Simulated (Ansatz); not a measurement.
# Al2GaH (singlet): the correlation ladder, cc-pVDZ

Aim: climb from Hartree-Fock through coupled cluster for Al2GaH (singlet) at one geometry and basis, and see what each rung misses.

Method: cc-pVDZ, core rule «outside noble gas», up to 24 orbitals frozen; program: Ansatz 0.2.0, Gaussian basis.

Plan: UHF; CCSD(T) on RHF; CCSD(T) on UHF; BCCD(T) on RHF; CISD; CCSDT(Q) on RHF; CCSDT(Q) on UHF; CCSDTQ on RHF.

4 further runs of the same task are left out: 4 set aside as unsound or not needed. Runs told in other sessions of the task aren't counted.

### Step 1. The geometry

The geometry is a PBE0/def2-TZVP stationary point (not a proven minimum). No spin-orbit coupling is included. The filled d shell of Ga may be among the frozen orbitals whatever the setting's name suggests.

4 atoms, charge 0, spin multiplicity 1.

Atoms are counted from 1 here; the program's logs count them from 0.

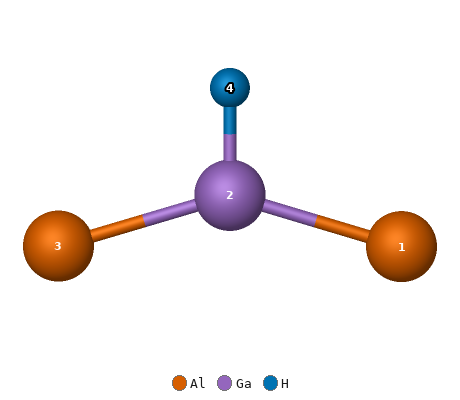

The structure; aluminium orange, gallium purple, hydrogen blue; atoms are numbered from 1 in the order of the file.

As a file:

```xyz
4
charge 0, multiplicity 1
Al    0.0000   -0.4511   -2.5847
Ga    0.0000    0.3210    0.0000
Al    0.0000   -0.4511    2.5847
H     0.0000    1.9444    0.0000
```

In the tables R marks a restricted determinant and U an unrestricted one; energies count from the table's Hartree-Fock row.

### Step 2. UHF

in.yaml

```yaml
crystal:
  periodic: [false, false, false]
  atoms:
    - {symbol: Al, position_ang: [0.000000, -0.451085, -2.584700]}
    - {symbol: Ga, position_ang: [0.000000, 0.321015, 0.000000]}
    - {symbol: Al, position_ang: [0.000000, -0.451085, 2.584700]}
    - {symbol: H, position_ang: [0.000000, 1.944415, 0.000000]}
basis:
  gaussian: {orbitals: cc-pVDZ}
magnetization: {spin_polarized: true, initial_magnetization: 0}
hamiltonian: {xc: hf}
output: {orbitals: {seedname: orbitals}}
```

Run with:

```bash
ansatz run in.yaml --threads 1 --pin off --events-out ev --progress --plain --max-ram 4096MiB --backend cpu
```

What it wrote:

```text
Functional definition: HF
  name "HF"
  cite "Fock, Z. Phys. 61, 126 (1930) doi:10.1007/BF01340294"
  parent pbe
  exchange = exact_x
  correlation = 0
730 factors; integrals over basis functions are off by at most 9.1e-4 eV
mean field evaluation 1: about -65510.0557 eV, gradient 7.5e0 eV
mean field evaluation 2: about -65510.0591 eV, gradient 7.5e0 eV
mean field evaluation 4: about -65510.9668 eV, gradient 8.2e-1 eV
mean field evaluation 8: about -65510.9813 eV, gradient 8.1e-4 eV
mean field evaluation 16: about -65511.1117 eV, gradient 8.4e-1 eV
mean field evaluation 32: about -65512.4641 eV, gradient 2.4e-5 eV
mean field evaluation 64: about -65512.4500 eV, gradient 2.4e-1 eV
mean field evaluation 96: about -65513.3375 eV, gradient 1.8e-1 eV
mean field evaluation 128: about -65511.8955 eV, gradient 4.4e0 eV
mean field evaluation 160: about -65512.3918 eV, gradient 1.2e0 eV
mean field evaluation 192: about -65512.9159 eV, gradient 4.5e-1 eV
mean field evaluation 224: about -65510.1592 eV, gradient 1.8e0 eV
mean field evaluation 256: about -65510.9813 eV, gradient 1.2e-2 eV
mean field -65513.35405853 eV, -2407.5713551046 hartree, gradient 2.3e-5 eV, S^2 1.277244; 12 other end points of the search recorded, 0 dependent functions left out
reference -65513.35405853 eV, -2407.5713551046 hartree; 29, 29 occupied and 39, 39 virtual orbitals, 730 factors
Total energy: -65513.35405853 eV, -2407.5713551046 hartree
```

Run time: 13 s. Hardware: 1 thread of AMD EPYC 7R13, shared host.

From the report: ⟨S²⟩ of the determinant 1.277 (pure singlet: 0.00). The determinant of HF (⟨S²⟩ 1.28) is far from a pure spin state, so its energy mixes those of several spin states; that is harmless only where they are near-degenerate.

The unrestricted solution breaks the spin symmetry, so the restricted determinant is unstable here.

### Step 3. CCSD(T) on RHF

in.yaml: that of step 2 with these lines changed.

```diff
@@ -9,4 +9,3 @@
   gaussian: {orbitals: cc-pVDZ}
-magnetization: {spin_polarized: true, initial_magnetization: 0}
-hamiltonian: {xc: hf}
-output: {orbitals: {seedname: orbitals}}
+magnetization: {spin_polarized: false}
+correlation: {method: ccsd_t, electrons: outside_noble_gas}
```

Launched as before.

What it wrote (excerpt; [...] marks lines left out):

```text
Functional definition: HF
  name "HF"
  cite "Fock, Z. Phys. 61, 126 (1930) doi:10.1007/BF01340294"
  parent pbe
[...]
730 factors; integrals over basis functions are off by at most 9.1e-4 eV
[...]
mean field -65512.90681657 eV, -2407.5549192658 hartree, gradient 1.1e-6 eV, S^2 0.000000; 5 other end points of the search recorded, 0 dependent functions left out; unrestricted orbitals would lower it
determinant -65512.90681657 eV, -2407.5549192658 hartree, with singles and doubles -65518.13016531 eV, -2407.7468737914 hartree
determinant -65510.98128384 eV, -2407.4841572430 hartree, with singles and doubles -65517.06575345 eV, -2407.7077573772 hartree
24 core orbitals not correlated: weight in the atoms' cores, before any rotation towards them, 0.999 or more for the frozen orbitals, at most 0.001 for the correlated occupied ones
reference -65512.90681657 eV, -2407.5549192658 hartree; 5, 5 occupied and 39, 39 virtual orbitals, 730 factors
second order -3.87416099 eV of doubles, -0.00000000 eV of singles
cycle   1  -5.22307467 eV  change    2.7e-4 eV  update   2.7e-3
[...]
cycle   9  -5.22344479 eV  change    6.9e-6 eV  update   7.2e-6
perturbative correction -0.17189480 eV, -0.0063170173 hartree
Total energy: -65518.30215616 eV, -2407.7531943388 hartree
```

Run time: 4.1 s. Hardware: 1 thread of AMD EPYC 7R13, shared host.

From the report: correlation -5.3953 eV; T1 0.023; largest double amplitude 0.06.

### Step 4. CCSD(T) on UHF

in.yaml: that of step 3 with these lines changed.

```diff
@@ -9,3 +9,3 @@
   gaussian: {orbitals: cc-pVDZ}
-magnetization: {spin_polarized: false}
+magnetization: {spin_polarized: true, initial_magnetization: 0}
 correlation: {method: ccsd_t, electrons: outside_noble_gas}
```

Launched as before.

What it wrote (excerpt; [...] marks lines left out):

```text
Functional definition: HF
  name "HF"
  cite "Fock, Z. Phys. 61, 126 (1930) doi:10.1007/BF01340294"
  parent pbe
[...]
730 factors; integrals over basis functions are off by at most 9.1e-4 eV
[...]
mean field -65513.35405853 eV, -2407.5713551046 hartree, gradient 2.5e-6 eV, S^2 1.277244; 44 other end points of the search recorded, 0 dependent functions left out
determinant -65513.35405853 eV, -2407.5713551046 hartree, with singles and doubles -65518.09120708 eV, -2407.7454421029 hartree
determinant -65513.11984458 eV, -2407.5627479006 hartree, with singles and doubles -65518.01956333 eV, -2407.7428092437 hartree
determinant -65513.10627271 eV, -2407.5622491437 hartree, with singles and doubles -65518.04040127 eV, -2407.7435750238 hartree
determinant -65512.93414356 eV, -2407.5559235141 hartree, with singles and doubles -65517.88945966 eV, -2407.7380280222 hartree
[...]
determinant -65512.97378495 eV, -2407.5573803084 hartree, with singles and doubles -65518.12768858 eV, -2407.7467827734 hartree
determinant -65512.90681657 eV, -2407.5549192658 hartree, with singles and doubles -65518.13053224 eV, -2407.7468872760 hartree
determinant -65512.90681657 eV, -2407.5549192658 hartree, with singles and doubles -65518.13025999 eV, -2407.7468772709 hartree
determinant -65510.98128384 eV, -2407.4841572430 hartree, with singles and doubles -65517.06501890 eV, -2407.7077303830 hartree
24 core orbitals not correlated: weight in the atoms' cores, before any rotation towards them, 0.999 or more for the frozen orbitals, at most 0.000 for the correlated occupied ones
reference -65513.35405853 eV, -2407.5713551046 hartree; 5, 5 occupied and 39, 39 virtual orbitals, 730 factors
second order -3.32344445 eV of doubles, -0.00000000 eV of singles
cycle   1  -4.78253801 eV  change   -3.4e-6 eV  update   4.5e-6
perturbative correction -0.17419302 eV, -0.0064014755 hartree
Total energy: -65518.31078956 eV, -2407.7535116103 hartree
```

It took 94 s on 1 thread of AMD EPYC 7R13, shared host.

From the report: ⟨S²⟩ of the determinant 1.277 (pure singlet: 0.00); correlation -4.9567 eV; T1 0.113; largest double amplitude 0.05. The determinant of CCSD(T) (⟨S²⟩ 1.28) is far from a pure spin state, so its energy mixes those of several spin states; high orders of coupled cluster remove much of that, low ones don't.

### Step 5. BCCD(T) on RHF

in.yaml: that of step 4 with these lines changed.

```diff
@@ -9,3 +9,3 @@
   gaussian: {orbitals: cc-pVDZ}
-magnetization: {spin_polarized: true, initial_magnetization: 0}
-correlation: {method: ccsd_t, electrons: outside_noble_gas}
+magnetization: {spin_polarized: false}
+correlation: {method: bccd_t, electrons: outside_noble_gas}
```

Launched as before.

What it wrote (excerpt; [...] marks lines left out):

```text
Functional definition: HF
  name "HF"
  cite "Fock, Z. Phys. 61, 126 (1930) doi:10.1007/BF01340294"
  parent pbe
[...]
730 factors; integrals over basis functions are off by at most 9.1e-4 eV
[...]
mean field -65512.90681657 eV, -2407.5549192658 hartree, gradient 1.1e-6 eV, S^2 0.000000; 5 other end points of the search recorded, 0 dependent functions left out; unrestricted orbitals would lower it
determinant -65512.90681657 eV, -2407.5549192658 hartree, with singles and doubles -65518.13016531 eV, -2407.7468737914 hartree
determinant -65510.98128384 eV, -2407.4841572430 hartree, with singles and doubles -65517.06575345 eV, -2407.7077573772 hartree
24 core orbitals not correlated: weight in the atoms' cores, before any rotation towards them, 0.999 or more for the frozen orbitals, at most 0.001 for the correlated occupied ones
reference -65512.90681657 eV, -2407.5549192658 hartree; 5, 5 occupied and 39, 39 virtual orbitals, 730 factors
second order -3.87416099 eV of doubles, -0.00000000 eV of singles
cycle   1  -5.21933483 eV  change    4.0e-3 eV  update   6.3e-3
[...]
cycle  11  -5.21549171 eV  change    5.5e-6 eV  update   4.7e-6
perturbative correction -0.18105615 eV, -0.0066536910 hartree
Total energy: -65518.30336444 eV, -2407.7532387421 hartree
```

Wall time 4.6 s (1 thread of AMD EPYC 7R13, shared host).

From the report: correlation -5.3965 eV; largest double amplitude 0.07.

### Step 6. CISD

in.yaml: that of step 5 with these lines changed.

```diff
@@ -9,3 +9,2 @@
   gaussian: {orbitals: cc-pVDZ}
-magnetization: {spin_polarized: false}
-correlation: {method: bccd_t, electrons: outside_noble_gas}
+correlation: {active_space: {ras: {orbitals: [5, 0, 39], electrons: 10, max_holes: 2, max_particles: 2}, fixed_orbitals: true}}
```

Launched as before.

What it wrote:

```text
Functional definition: HF
  name "HF"
  cite "Fock, Z. Phys. 61, 126 (1930) doi:10.1007/BF01340294"
  parent pbe
  exchange = exact_x
  correlation = 0
730 factors; integrals over basis functions are off by at most 9.1e-4 eV
mean field evaluation 1: about -65510.0557 eV, gradient 1.1e1 eV
mean field evaluation 2: about -65510.0591 eV, gradient 1.1e1 eV
mean field evaluation 4: about -65510.9668 eV, gradient 1.2e0 eV
mean field evaluation 8: about -65510.9813 eV, gradient 8.1e-5 eV
mean field evaluation 16: about -65512.9034 eV, gradient 4.3e-1 eV
mean field -65512.90681657 eV, -2407.5549192658 hartree, gradient 1.1e-6 eV, S^2 0.000000; 4 other end points of the search recorded, 0 dependent functions left out
reference -65512.90681657 eV, -2407.5549192658 hartree; 29, 29 occupied and 39, 39 virtual orbitals, 730 factors
state -65517.48922273 eV, -2407.7233195861 hartree
Total energy: -65517.48922273 eV, -2407.7233195861 hartree
```

Run time: 2.4 s. Hardware: 1 thread of AMD EPYC 7R13, shared host.

From the report: 14,754 determinants.

### Step 7. CCSDT(Q) on RHF

in.yaml: that of step 6 with these lines changed.

```diff
@@ -9,2 +9,3 @@
   gaussian: {orbitals: cc-pVDZ}
-correlation: {active_space: {ras: {orbitals: [5, 0, 39], electrons: 10, max_holes: 2, max_particles: 2}, fixed_orbitals: true}}
+magnetization: {spin_polarized: false}
+correlation: {method: ccsdt_q, electrons: outside_noble_gas}
```

Same command.

What it wrote (excerpt; [...] marks lines left out):

```text
Functional definition: HF
  name "HF"
  cite "Fock, Z. Phys. 61, 126 (1930) doi:10.1007/BF01340294"
  parent pbe
[...]
1321 factors; integrals over basis functions are off by at most 1.5e-7 eV
[...]
mean field -65512.90687460 eV, -2407.5549213984 hartree, gradient 1.5e-6 eV, S^2 0.000000; 5 other end points of the search recorded, 0 dependent functions left out; unrestricted orbitals would lower it
determinant -65512.90687460 eV, -2407.5549213984 hartree, with singles and doubles -65518.13025002 eV, -2407.7468769047 hartree
determinant -65510.98134872 eV, -2407.4841596276 hartree, with singles and doubles -65517.06583852 eV, -2407.7077605033 hartree
24 core orbitals not correlated: weight in the atoms' cores, before any rotation towards them, 0.999 or more for the frozen orbitals, at most 0.001 for the correlated occupied ones
reference -65512.90687460 eV, -2407.5549213984 hartree; 5, 5 occupied and 39, 39 virtual orbitals, 1321 factors
second order -3.87422163 eV of doubles, -0.00000000 eV of singles
cycle   1  -4.74517393 eV  change   -8.7e-1 eV  update   1.2e-1
[...]
cycle  33  -5.44244307 eV  change   -5.1e-7 eV  update   1.2e-6
perturbative correction -0.01504659 eV, -0.0005529519 hartree
Total energy: -65518.36436426 eV, -2407.7554804442 hartree
```

It took 19 s on 1 thread of AMD EPYC 7R13, shared host; peak memory 0.32 GiB.

From the report: correlation -5.4575 eV; T1 0.028; largest double amplitude 0.10.

### Step 8. CCSDT(Q) on UHF

in.yaml: that of step 7 with these lines changed.

```diff
@@ -9,3 +9,3 @@
   gaussian: {orbitals: cc-pVDZ}
-magnetization: {spin_polarized: false}
+magnetization: {spin_polarized: true, initial_magnetization: 0}
 correlation: {method: ccsdt_q, electrons: outside_noble_gas}
```

Run with:

```bash
ansatz run in.yaml --threads 2 --pin off --events-out ev --progress --plain --max-ram 24576MiB --backend cuda --devices 0, --max-vram 18GiB
```

What it wrote (excerpt; [...] marks lines left out):

```text
Functional definition: HF
  name "HF"
  cite "Fock, Z. Phys. 61, 126 (1930) doi:10.1007/BF01340294"
  parent pbe
[...]
1321 factors; integrals over basis functions are off by at most 1.5e-7 eV
[...]
mean field -65513.35412707 eV, -2407.5713576234 hartree, gradient 2.6e-6 eV, S^2 1.277252; 43 other end points of the search recorded, 0 dependent functions left out
determinant -65513.35412707 eV, -2407.5713576234 hartree, with singles and doubles -65518.09128551 eV, -2407.7454449852 hartree
determinant -65513.11991048 eV, -2407.5627503227 hartree, with singles and doubles -65518.01963179 eV, -2407.7428117594 hartree
determinant -65513.10633801 eV, -2407.5622515435 hartree, with singles and doubles -65518.04047353 eV, -2407.7435776794 hartree
determinant -65512.93421363 eV, -2407.5559260891 hartree, with singles and doubles -65517.88954029 eV, -2407.7380309852 hartree
[...]
determinant -65512.90687460 eV, -2407.5549213984 hartree, with singles and doubles -65518.13061138 eV, -2407.7468901841 hartree
determinant -65512.90687460 eV, -2407.5549213984 hartree, with singles and doubles -65518.13033941 eV, -2407.7468801897 hartree
determinant -65510.98134872 eV, -2407.4841596276 hartree, with singles and doubles -65517.06509670 eV, -2407.7077332420 hartree
24 core orbitals not correlated: weight in the atoms' cores, before any rotation towards them, 0.999 or more for the frozen orbitals, at most 0.000 for the correlated occupied ones
reference -65513.35412707 eV, -2407.5713576234 hartree; 5, 5 occupied and 39, 39 virtual orbitals, 1321 factors
second order -3.32347970 eV of doubles, -0.00000000 eV of singles
cycle   1  -4.11533052 eV  change   -7.9e-1 eV  update   1.2e-1
[...]
cycle   2  -5.01055712 eV  change    7.8e-7 eV  update   8.0e-7
perturbative correction -0.01431811 eV, -0.0005261807 hartree
Total energy: -65518.37900229 eV, -2407.7560183817 hartree
```

Run time: 44 s. Hardware: 1 × H100 (card shared with other runs) with 2 threads of AMD EPYC 7R13, shared host; peak host memory 0.82 GiB.

From the report: ⟨S²⟩ of the determinant 1.277 (pure singlet: 0.00); correlation -5.0249 eV; T1 0.101; largest double amplitude 0.07. The determinant of CCSDT(Q) (⟨S²⟩ 1.28) is far from a pure spin state, so its energy mixes those of several spin states; high orders of coupled cluster remove much of that, low ones don't.

### Step 9. CCSDTQ on RHF

in.yaml: that of step 8 with these lines changed.

```diff
@@ -9,3 +9,3 @@
   gaussian: {orbitals: cc-pVDZ}
-magnetization: {spin_polarized: true, initial_magnetization: 0}
-correlation: {method: ccsdt_q, electrons: outside_noble_gas}
+magnetization: {spin_polarized: false}
+correlation: {method: ccsdtq, electrons: outside_noble_gas}
```

Same command.

What it wrote (excerpt; [...] marks lines left out):

```text
Functional definition: HF
  name "HF"
  cite "Fock, Z. Phys. 61, 126 (1930) doi:10.1007/BF01340294"
  parent pbe
[...]
1321 factors; integrals over basis functions are off by at most 1.5e-7 eV
[...]
mean field -65512.90687460 eV, -2407.5549213984 hartree, gradient 1.5e-6 eV, S^2 0.000000; 5 other end points of the search recorded, 0 dependent functions left out; unrestricted orbitals would lower it
determinant -65512.90687460 eV, -2407.5549213984 hartree, with singles and doubles -65518.13024494 eV, -2407.7468767177 hartree
determinant -65510.98134872 eV, -2407.4841596276 hartree, with singles and doubles -65517.06583420 eV, -2407.7077603446 hartree
24 core orbitals not correlated: weight in the atoms' cores, before any rotation towards them, 0.999 or more for the frozen orbitals, at most 0.001 for the correlated occupied ones
reference -65512.90687460 eV, -2407.5549213984 hartree; 5, 5 occupied and 39, 39 virtual orbitals, 1321 factors
second order -3.87422163 eV of doubles, -0.00000000 eV of singles
cycle   1  -4.74517645 eV  change   -8.7e-1 eV  update   1.2e-1
[...]
cycle  43  -5.46038508 eV  change   -9.3e-8 eV  update   9.6e-7
Total energy: -65518.36725968 eV, -2407.7555868490 hartree
```

Wall time 35 s (1 × H100 (card shared with other runs) with 2 threads of AMD EPYC 7R13, shared host); peak host memory 0.82 GiB.

From the report: correlation -5.4604 eV; T1 0.028; largest double amplitude 0.12.

### Step 10. All levels against the top one

The yardstick is RCCSDTQ, where the cluster series has nearly closed. Rows without a time are mean-field rows or come out of runs for another level: lower rungs of the coupled-cluster runs, or the Hartree-Fock search.

Differences are taken before rounding.

```
   method  energy from the lowest RHF (meV)  from RCCSDTQ (meV)        time
      RHF                               0.0             +5460.4            
      UHF                            -447.2             +5013.2            
     RMP2                           -3874.2             +1586.3            
     UMP2                           -3770.7             +1689.8            
     CISD                           -4582.4              +878.0       2.4 s
    RCCSD                           -5223.4              +237.0            
    UCCSD                           -5229.8              +230.7            
 RCCSD(T)                           -5395.3               +65.1       4.1 s
 UCCSD(T)                           -5404.0               +56.5        94 s
  BCCD(T)                           -5396.5               +63.9       4.6 s
   RCCSDT                           -5442.5               +17.9            
   UCCSDT                           -5457.9                +2.6            
RCCSDT(Q)                           -5457.5                +2.9        19 s
UCCSDT(Q)                           -5472.2               -11.7  44 s (GPU)
  RCCSDTQ                           -5460.4                   0  35 s (GPU)
```

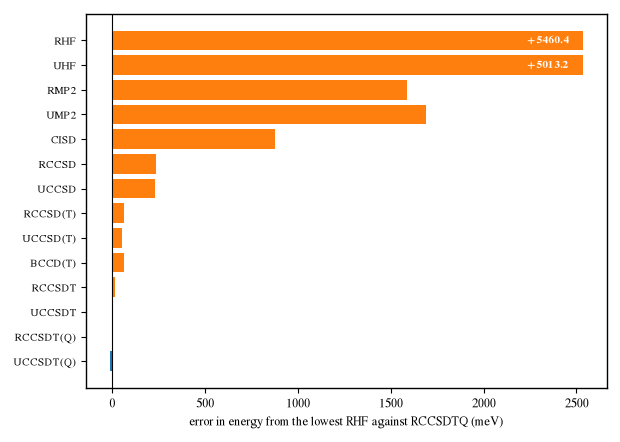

Error of each method against RCCSDTQ. Bars with a number in them are cut short.

Some runs used a GPU and others CPU threads alone; cost is compared among the CPU runs only.

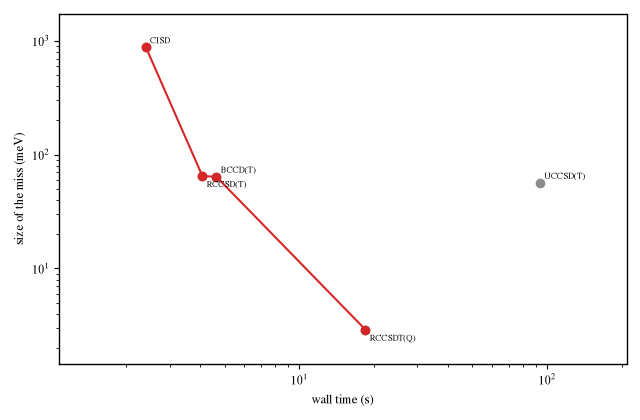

Miss against cost. Red marks the levels that no quicker level drawn beats. Times are from a shared host.

With the free atoms at the same levels and basis (separate runs), the atomisation energy is 4.804 eV at RCCSDTQ, 4.765 eV at RCCSD(T), 4.774 eV at UCCSD(T), 3.168 eV at RHF.

### Step 11. Outcome

| quantity | value |
| --- | --- |
| RCCSDTQ from the RHF energy | -5.4604 eV |
| RMP2 from RCCSDTQ | +1586.3 meV |
| UMP2 from RCCSDTQ | +1689.8 meV |
| RCCSD from RCCSDTQ | +237.0 meV |
| RCCSD(T) from RCCSDTQ | +65.1 meV |
| UCCSD(T) from RCCSDTQ | +56.5 meV |
| RCCSDT(Q) from RCCSDTQ | +2.9 meV |
| UCCSDT(Q) from RCCSDTQ | -11.7 meV |
| levels within 1 kcal/mol (43 meV) | RCCSDT, UCCSDT, RCCSDT(Q), UCCSDT(Q) |
| T1 diagnostic | 0.023 |

What this shows: RCCSD(T) misses by +65.1 meV, 1.2 % of the correlation energy. These misses are within one basis, not against nature.

RCCSDT(Q) reaches 2.9 meV from the reference in 19 s; the quickest level in the cost chart, CISD, takes 2.4 s and misses by 878.0 meV.
